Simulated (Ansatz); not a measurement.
# Calculations on C₂H₅BOS

### Relaxation

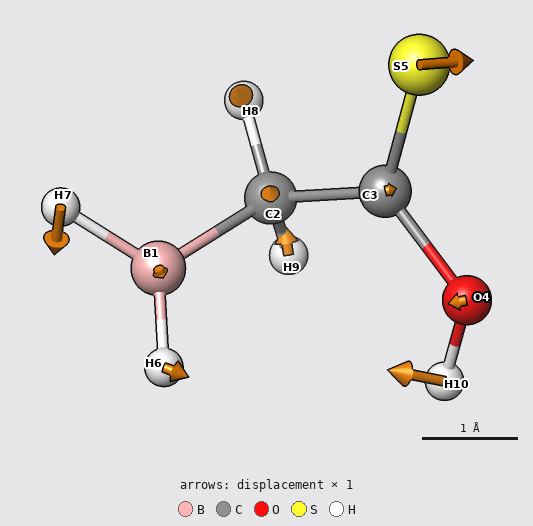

This is a relaxation of C2H5BOS. The starting structure is drawn; orange arrows show the displacements, at their true length. The two geometries are superimposed by the best rigid fit.

The picture is a ball-and-stick view, seen at a tilt.

The run prepares an end point of a later path (torsion) calculation, from a guessed geometry.

Level of theory: RKS B3LYP/6-31G* (Ansatz 0.2.0).

The input:
```yaml
crystal:
  periodic: [false, false, false]
  atoms:
    - { symbol: B, position_ang: [-0.2624, 0.4434, 1.3516] }
    - { symbol: C, position_ang: [-0.7092, 0.0547, -0.1397] }
    - { symbol: C, position_ang: [0.4831, 0.0097, -1.0194] }
    - { symbol: O, position_ang: [1.4132, -1.1038, -1.0048] }
    - { symbol: S, position_ang: [0.9229, 1.2827, -1.9566] }
    - { symbol: H, position_ang: [0.4394, -0.1565, 1.9683] }
    - { symbol: H, position_ang: [-0.7485, 1.4662, 1.821] }
    - { symbol: H, position_ang: [-1.4063, 0.7969, -0.553] }
    - { symbol: H, position_ang: [-1.1773, -0.9278, -0.0655] }
    - { symbol: H, position_ang: [1.1283, -1.9168, -0.3989] }
basis:
  gaussian: { orbitals: "6-31G*" }
hamiltonian:
  xc: b3lyp
relax:
  f_tol: 0.015
  max_steps: 40
```

Run as
```bash
ansatz run input.yaml --threads 1 --pin off --max-ram 2048MiB --backend cpu --events-out ev --progress --plain --runs-dir out
```

What did the optimiser do to the structure, and how much energy did it gain?

Over 17 accepted moves (19 points after the start) the energy falls by 58.4 kJ/mol. The largest force component goes from 2.5 to 0.014 eV/Å. The line search rejected the trial steps at points 11, 12 of the run. The largest moves after the best rigid fit, 0.71 Å, are those of S5 and H10. By element the largest moves are S 0.71 Å, H 0.70 Å, C 0.22 Å, O 0.21 Å, B 0.15 Å. Among the contacts that change: C3–O4 1.451 → 1.345 Å, B1–H6 1.110 → 1.200 Å, O4–H10 1.053 → 0.975 Å, B1–C2 1.605 → 1.567 Å. Among the angles between lasting bonds that change: B1–C2–C3 109.6° → 118.1°, C2–C3–O4 122.2° → 115.5°, H8–C2–H9 111.2° → 105.3°. Groups turn about B1–C2 by about 30°, C2–C3 by about 30°. Cost: 33 s on 1 thread of AMD EPYC 9R45 96-Core Processor (Zen 5) (shared host), peak memory 0.2 GiB.

### Relaxation

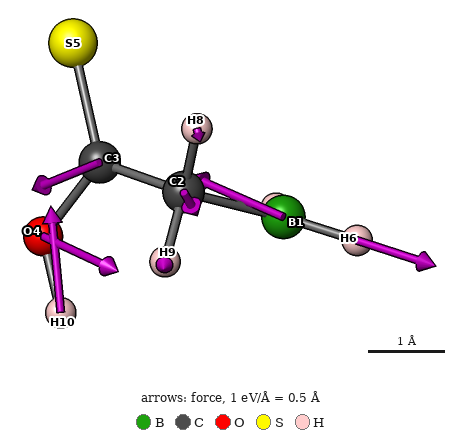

Starting geometry of C₂H₅BOS with the computed forces as purple arrows. Style: ball-and-stick. Shown at a tilt.

The run prepares an end point of a later path (torsion) calculation, from a guessed geometry.

The calculation used RKS B3LYP/6-31G* in Ansatz 0.2.0.

Input
```yaml
crystal:
  periodic: [false, false, false]
  atoms:
    - { symbol: B, position_ang: [-0.2624, 0.4434, 1.3516] }
    - { symbol: C, position_ang: [-0.7092, 0.0547, -0.1397] }
    - { symbol: C, position_ang: [-1.66106, 1.06859, -0.653] }
    - { symbol: O, position_ang: [-1.22563, 2.37147, -1.12001] }
    - { symbol: S, position_ang: [-3.28605, 0.85213, -0.58336] }
    - { symbol: H, position_ang: [0.4394, -0.1565, 1.9683] }
    - { symbol: H, position_ang: [-0.7485, 1.4662, 1.821] }
    - { symbol: H, position_ang: [-1.21116, -0.9226, -0.16329] }
    - { symbol: H, position_ang: [0.20617, 0.0425, -0.7329] }
    - { symbol: H, position_ang: [-0.18189, 2.50677, -1.15935] }
basis:
  gaussian: { orbitals: "6-31G*" }
hamiltonian:
  xc: b3lyp
relax:
  f_tol: 0.015
  max_steps: 40
```

Command:
```bash
ansatz run input.yaml --threads 1 --pin off --max-ram 2048MiB --backend cpu --events-out ev --progress --plain --runs-dir out
```

Q: Is this structure relaxed? If not, where do the atoms go?

A: It isn't relaxed: the largest force vector, on B1, is 3.24 eV/Å. The final displacements have little in common with the starting forces (cosine between the two patterns 0.16). After 16 accepted moves (18 points after the start) the energy has fallen by 14.7 kcal/mol. The largest force component goes from 2.7 to 0.013 eV/Å. The line search rejected the trial steps at points 8, 15 of the run. The atom that moves furthest after the best rigid fit is H7 (0.96 Å). Largest moves by element: H 0.96 Å, S 0.71 Å, O 0.24 Å, B 0.22 Å, C 0.15 Å. Among the contacts that change: C3–O4 1.451 → 1.345 Å, B1–H6 1.110 → 1.192 Å, O4–H10 1.053 → 0.975 Å, B1–C2 1.605 → 1.567 Å. Among the angles between lasting bonds that change: B1–C2–C3 109.6° → 118.0°, C2–C3–O4 122.2° → 115.5°, H8–C2–H9 111.2° → 105.3°. Groups turn about B1–C2 by about 30°, C2–C3 by about 30°. Cost: 32 s on 1 thread of AMD EPYC 9R45 96-Core Processor (Zen 5) (shared host), peak memory 0.2 GiB.

### Path

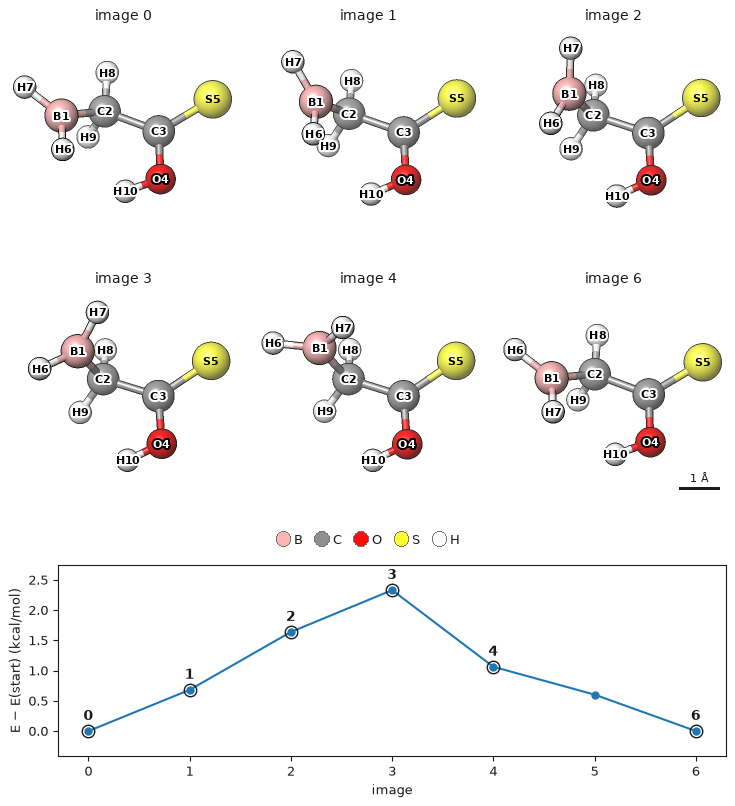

NEB run on C₂H₅BOS. Images are numbered from 0 (start) to 6 (end). The picture is a ball-and-stick view, seen at a tilt.

The calculation used Ansatz, RKS B3LYP/6-31G*. Settings: 5 movable images; climbing image; force threshold 0.05 eV/Å; iteration limit 60; starting path through a guess of the saddle point.

Describe the mechanism and the energy profile.

Answer. The two ends have the same energy, and the highest point, image 3, lies 2.33 kcal/mol above the start. The motion is a rotation about the B1–C2 bond by about 180°. No bond forms or breaks between the ends. Bond angles that change up to the highest image, for instance: B1–C2–H9 101.1° → 113.1°, B1–C2–C3 118.1° → 109.8°. The band is converged. At the top, the vibrational analysis gives one imaginary mode (176i cm⁻¹), as a transition state must have.
